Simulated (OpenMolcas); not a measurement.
# One shape, several levels: singlet AlClOF+

Aim: a comparison of 5 runs (HF/6-311+G**, PBE/6-311+G**, SVWN5/6-311+G**, revPBE/6-311+G**, MP2/6-311+G**) of singlet AlClOF+. 

The results are computed with OpenMolcas 26.06.

4 further runs of the same task are left out: 4 that didn't finish.

## 1. The system as given

AlClOF+ has 4 atoms, charge +1, and is taken as a singlet. As SMILES of the parent species, `[O][Al]([F])[Cl]`. Geometry: relaxed at PBE0-D4/def2-TZVP. That shape belongs to the parent species and isn't relaxed for this state.

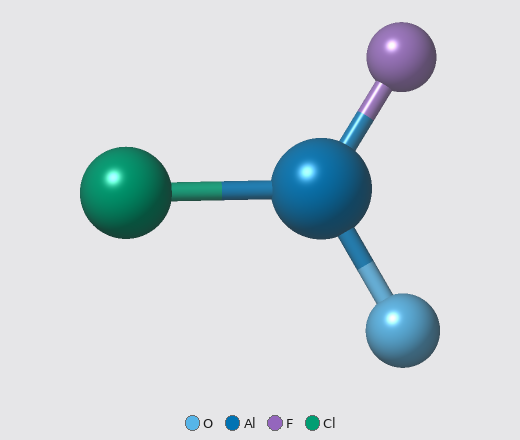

Viewed from a chosen angle; oxygen blue, aluminium blue, fluorine purple, chlorine teal.

## 2. A single-point energy at HF/6-311+G(d,p) (run 1)

input.xyz reads:

```xyz
4

O      0.993300     0.591700     1.294800
Al     0.061900    -0.095200     0.016700
F      0.278100    -1.671200    -0.348900
Cl    -1.277700     1.114400    -0.982900
```

test.inp reads:

```
&GATEWAY
  BasLib=$CurrDir
  Coord=input.xyz
  Basis=6-311pGss
  Group=NoSym

&SEWARD

&SCF
  Charge=1
  Thresholds=1e-10 1e-07 1e-07 1e-05
  PrOrbitals=0
```

The basis set 6-311+G** is read from a file made from the Basis Set Exchange's data (not shown).

Started as:

```bash
$ export MOLCAS_MEM=1860
$ pymolcas test.inp > test.log
```

Log:

```text
--- Start Module: gateway ---
[...]
--- Stop Module: gateway /rc=_RC_ALL_IS_WELL_ ---
--- Start Module: seward ---
[...]
      Basis functions          104
--- Stop Module: seward /rc=_RC_ALL_IS_WELL_ ---
[...]
--- Start Module: scf ---
[...]
       Convergence after  24 Iterations
[...]
::    Total SCF energy                               -875.3984088885
[...]
      Total spin, S                                     0.0000000000
[...]
      Total electronic charge=   46.000000
      Total            charge=    1.000000
[...]
      Dipole Moment (debye):
      Origin of the operator (angstrom)=   -0.2253    0.1456   -0.2046
                   X=  2.9195E+00               Y=  1.8988E+00               Z=  3.9092E+00           Total=  5.2355E+00
      Center of Charge (angstrom)
[...]
--- Stop Module: scf /rc=_RC_ALL_IS_WELL_ ---
[...]
```

Wall time 21 s (1 thread of Intel Xeon Platinum 8259CL at 2.50GHz (Skylake/Cascade Lake), shared host); peak memory 0.59 GiB.

## 3. The energy at PBE/6-311+G(d,p) (run 2)

mol.xyz reads:

```xyz
4

O      0.993300     0.591700     1.294800
Al     0.061900    -0.095200     0.016700
F      0.278100    -1.671200    -0.348900
Cl    -1.277700     1.114400    -0.982900
```

job.input reads:

```
>>> EXPORT MOLCAS_PRINT=2
&GATEWAY
BASLIB=$CurrDir
COORD=mol.xyz
BASIS=6-311pGss
GROUP=NoSym
&SEWARD
GRIDINPUT
Grid=UltraFine
End of Grid
&SCF
CHARGE=1
KSDFT=PBE
THRESHOLDS=1e-10 1e-07 1e-07 1e-05
PRORBITALS=1
```

The basis set 6-311+G** is read from a file made from the Basis Set Exchange's data (not shown).

Started as:

```bash
$ export MOLCAS_MEM=1860
$ pymolcas job.input > job.log
```

Log:

```text
--- Start Module: gateway ---
[...]
--- Stop Module: gateway /rc=_RC_ALL_IS_WELL_ ---
--- Start Module: seward ---
[...]
      Basis functions          104
--- Stop Module: seward /rc=_RC_ALL_IS_WELL_ ---
[...]
--- Start Module: scf ---
[...]
       Convergence after  71 Iterations
[...]
::    Total KS-DFT energy                            -876.9014634360
[...]
      Total spin, S                                     0.0000000000
[...]
      Total electronic charge=   46.000000
      Total            charge=    1.000000
[...]
      Dipole Moment (debye):
      Origin of the operator (angstrom)=   -0.2253    0.1456   -0.2046
                   X=  4.5043E+00               Y=  1.8410E+00               Z=  5.6157E+00           Total=  7.4306E+00
      Center of Charge (angstrom)
[...]
--- Stop Module: scf /rc=_RC_ALL_IS_WELL_ ---
[...]
```

Run time: 1.9 min. Hardware: 1 thread of Intel Xeon Platinum 8259CL at 2.50GHz (Skylake/Cascade Lake), shared host; peak memory 0.59 GiB.

Runs 3 to 4 aren't shown in full; the table further down has their settings and results.

## 4. A single-point energy at MP2/6-311+G(d,p) (run 5)

calc.inp reads:

```
* AlClFO MP2
&GATEWAY
BasLib
$CurrDir
Coord
4
angstrom
O        0.993300       0.591700       1.294800
Al       0.061900      -0.095200       0.016700
F        0.278100      -1.671200      -0.348900
Cl      -1.277700       1.114400      -0.982900
Basis
6-311pGss
Group
NoSym
&SEWARD
&SCF
Charge
1
Thresholds
1e-10 1e-07 1e-07 1e-05
PrOrbitals
1 1
&MBPT2
Frozen
12
```

The basis set 6-311+G** is read from a file made from the Basis Set Exchange's data (not shown).

Started as:

```bash
$ export MOLCAS_MEM=1860
$ pymolcas calc.inp > calc.log
```

Log:

```text
--- Start Module: gateway ---
[...]
--- Stop Module: gateway /rc=_RC_ALL_IS_WELL_ ---
[...]
      Basis functions          104
[...]
--- Start Module: scf ---
[...]
       Convergence after  24 Iterations
[...]
::    Total SCF energy                               -875.3984088885
[...]
      Total spin, S                                     0.0000000000
[...]
      Total electronic charge=   46.000000
      Total            charge=    1.000000
[...]
      Dipole Moment (debye):
      Origin of the operator (angstrom)=   -0.2253    0.1456   -0.2046
                   X=  2.9195E+00               Y=  1.8988E+00               Z=  3.9092E+00           Total=  5.2355E+00
      Center of Charge (angstrom)
[...]
--- Stop Module: scf /rc=_RC_ALL_IS_WELL_ ---
[...]
--- Start Module: mbpt2 ---
[...]
WARNING!
Default frozen orbitals as non valence orbitals is overwritten by user input.
Default values:   9
[...]
       Reference weight ( Cref**2 )         =        0.86638
::    Total MBPT2 energy                             -875.9380771104
[...]
      Total MBPT2 calculations                           0.81      0.91
--- Stop Module: mbpt2 /rc=_RC_ALL_IS_WELL_ ---
[...]
```

Run time: 23 s. Hardware: 1 thread of Intel Xeon Platinum 8259CL at 2.50GHz (Skylake/Cascade Lake), shared host; peak memory 0.59 GiB.

## 5. Overview of the runs

| run | level | integration grid | frozen core orbitals | energy (Eh) | HOMO energy (eV) | LUMO energy (eV) | HOMO–LUMO gap (eV) | wall time |
| --- | --- | --- | --- | --- | --- | --- | --- | --- |
| 1 | HF/6-311+G** | – | – | -875.398409 | -18.88 | -11.70 | 7.18 | 21 s |
| 2 | PBE/6-311+G** | UltraFine | – | -876.901463 | -15.89 | -15.25 | 0.63 | 1.9 min |
| 3 | SVWN5/6-311+G** | UltraFine | – | -873.703339 | -16.15 | -15.36 | 0.79 | 84 s |
| 4 | revPBE/6-311+G** | UltraFine | – | -877.200651 | -15.80 | -15.21 | 0.59 | 2.7 min |
| 5 | MP2/6-311+G** | – | 12 | -875.938077 | -18.88 | -11.70 | 7.18 | 23 s |

## 6. Outcome

```
                                           quantity          value
                                run 5: total energy  -875.93808 Eh
         run 5: HOMO energy (Hartree–Fock orbitals)      -18.88 eV
         run 5: LUMO energy (Hartree–Fock orbitals)      -11.70 eV
       run 5: HOMO–LUMO gap (Hartree–Fock orbitals)        7.18 eV
run 5: correlation energy (12 core orbitals frozen)     -539.7 mEh
```

Over runs 1, 2, 3, 4 the HOMO–LUMO gap runs from 0.59 eV (revPBE/6-311+G**) to 7.18 eV (HF/6-311+G**). Exact exchange widens orbital gaps. Totals of different functionals can't be ranked against each other. All runs together took 6.7 min, the longest 2.7 min.
